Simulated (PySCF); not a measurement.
## Electronic structure of C5H8GeO2 in real space

Input

```
{"job": {"kind": "uv", "xc": "PBE0", "basis": "def2-SVPD", "nstates": 8, "ntriplets": 3}, "charge": 0, "multiplicity": 1}
C      2.428608    -0.017269    -0.288285
C      0.933864    -0.073913    -0.123672
C      0.328621    -1.272457     0.035763
O     -0.925032    -1.647716     0.274182
C     -1.919255    -0.706987     0.668393
Ge    -1.744609     1.058483    -0.236989
C      0.256841     1.211106    -0.195675
O      0.838670     2.270930    -0.291860
H      2.679533     0.481427    -1.223030
H      2.860514     0.573512     0.518065
H      2.869117    -1.010342    -0.280087
H      0.946918    -2.165382    -0.025627
H     -1.825955    -0.559394     1.754260
H     -2.870656    -1.210636     0.494254
H     -2.330750     0.999882    -1.623909
H     -2.534026     2.077700     0.532807
```

Command:

```sh
OMP_NUM_THREADS=1 python probes_run.py task.json out
```

Geometry: GFN2-xTB.

Method: PBE0/def2-SVPD, SCF density, gas phase (PySCF 2.14.0).

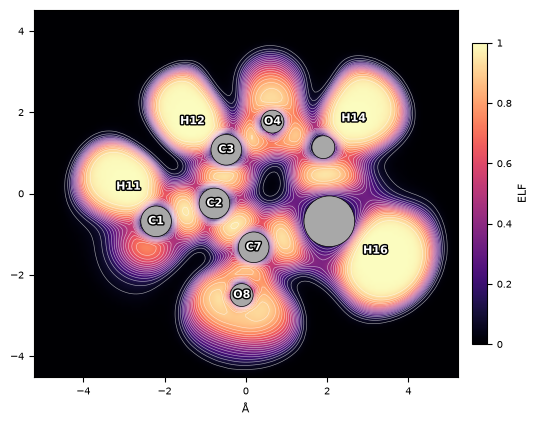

Figure 1. ELF on the plane of atoms C2, C3 and O4. Grey discs cover the atomic cores.

> Interpret the plot.

- The plane passes through C, O and H nuclei.
- C–O (1.21 Å): the ELF peaks at about 0.85 between the atoms: a short, multiple covalent bond.
- C–C (1.35 Å): the ELF peaks at about 0.95 between the atoms (a covalent bond).
- C–H (1.09 Å): the ELF climbs to about 1 towards the hydrogen, as it does in any bond to H (a covalent bond by its length).
- C–O (1.33 Å): the ELF peaks at about 0.90 between the atoms: a shared but strongly polarised pair.
- C–C (1.45 Å): the ELF peaks at about 0.95 between the atoms, as expected for localised, covalent bonding.
- The ELF also peaks beside O8 and O4, away from the bonds: lone-pair regions.

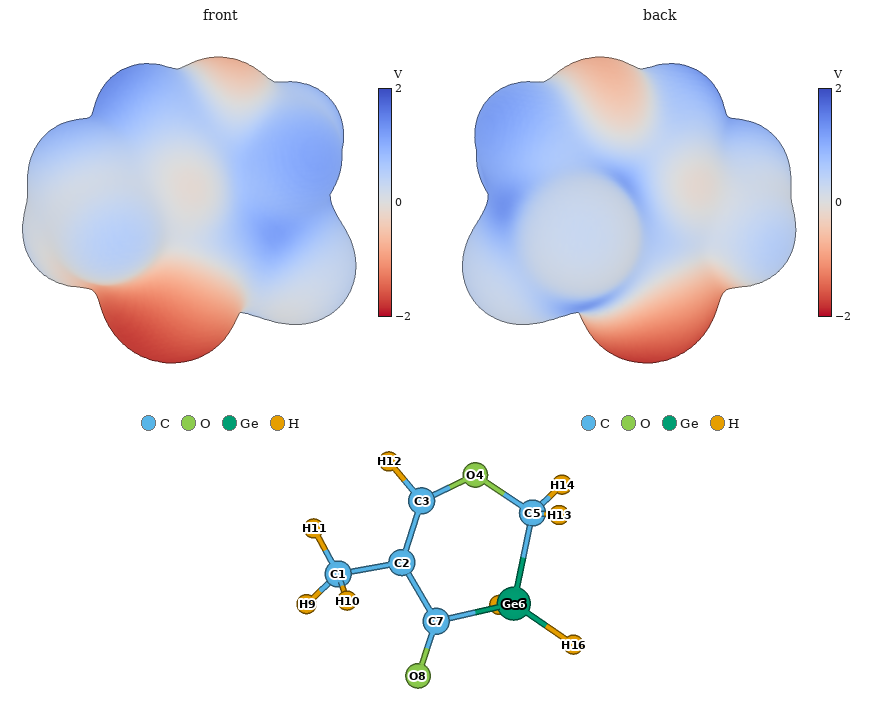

Figure 2. The molecular electrostatic potential painted on the density surface at 0.002 e/bohr³, seen from the front and from behind; the colour scale runs from red (negative) to blue (positive). The bare structure is drawn below in the same view.

> Where is the surface potential most negative and most positive?

The most negative region (about −1.7 V) lies over O8, the most positive (about +1.3 V) over Ge6 and H12. O8 is the likeliest acceptor of a hydrogen bond.
